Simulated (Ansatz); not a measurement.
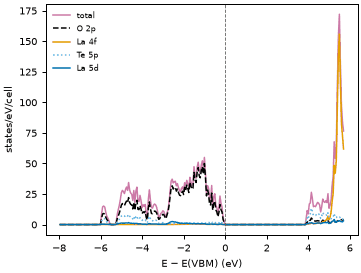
Figure. Total and projected density of states of La₂Te₄O₁₁ in space group C2/c (No. 15; Pearson symbol mS68), plane-wave PAW r²SCAN (Ansatz code)

Q: Which orbitals carry the states next to the gap?

A: Top 1 eV of the valence band: O 2p 82 %, Te 5s 7 %, Te 5p 7 %. Bottom 1 eV of the conduction band: Te 5p 49 %, O 2p 18 %, La 4f 8 %, O 2s 7 %, La 5d 7 %, outside the projected shells 7 %. Projections are on Löwdin-orthogonalised atomic valence shells; empty p or d shells of many metals are not among them.

Q: Where is the tallest occupied peak in this window, and what makes it?

A: Near -1.0 eV, about 55 states/eV per cell; the largest projected share is O 2p.

The first step of the workflow began from a Materials Project structure, measured or hypothetical; the Crystallography Open Database files this formula in space group No. 15, but the cells were not matched. Its standing as an ambient phase is unchecked. The cell was relaxed with r²SCAN under the symmetry of its start; whether a distortion lowers the energy is not shown. Scalar-relativistic: spin–orbit coupling is off unless named, which matters more the heavier the elements.

Potentials: the later of the program's two PAW sets.
